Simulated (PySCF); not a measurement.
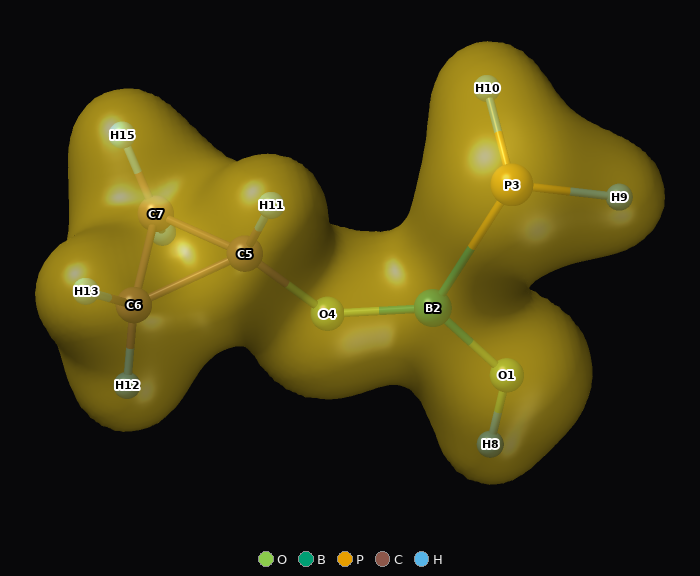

Figure. C₃H₈BO₂P (SMILES OB([PH2+])OC1CC1) (charge +1, doublet). Isosurface of the total electron density at 0.2 e/Å³ (yellow), seen at a tilt.

Geometry: GFN2-xTB.

Theory: PySCF, UKS B3LYP, pcH-1 on B C H O P, non-relativistic, mean-field spin-orbit, GIAO.

```yaml
atoms:
  - { symbol: O, position_ang: [2.1410, -1.7706, -0.6252] }
  - { symbol: B, position_ang: [1.3685, -0.8251, -0.1286] }
  - { symbol: P, position_ang: [2.5579, 0.4030, 0.8713] }
  - { symbol: O, position_ang: [0.0832, -0.6407, -0.2556] }
  - { symbol: C, position_ang: [-0.8181, 0.2282, 0.3477] }
  - { symbol: C, position_ang: [-2.2831, -0.1349, 0.2583] }
  - { symbol: C, position_ang: [-1.7477, 1.0023, -0.5452] }
  - { symbol: H, position_ang: [1.8072, -2.5286, -1.1120] }
  - { symbol: H, position_ang: [3.8543, 0.0345, 0.5534] }
  - { symbol: H, position_ang: [2.5179, 1.6852, 0.3375] }
  - { symbol: H, position_ang: [-0.4412, 0.6717, 1.2668] }
  - { symbol: H, position_ang: [-2.5241, -1.0517, -0.2563] }
  - { symbol: H, position_ang: [-2.8912, 0.0641, 1.1265] }
  - { symbol: H, position_ang: [-1.6410, 0.8581, -1.6091] }
  - { symbol: H, position_ang: [-1.9883, 2.0124, -0.2517] }
```

> Which contacts does the surface bridge?

At this value the surface is in one piece. It bridges the sampled B–O (1.30 Å), C–O (1.39 Å), C–C (1.49 Å) and B–P (1.98 Å) contacts, where the density stays above the isovalue. On the grid the lowest density along these lines, outside the cores, is 1.8 e/Å³ (B–O, 1.30 Å), 1.7 e/Å³ (C–O, 1.39 Å), 1.6 e/Å³ (C–C, 1.49 Å) and 0.83 e/Å³ (B–P, 1.98 Å).
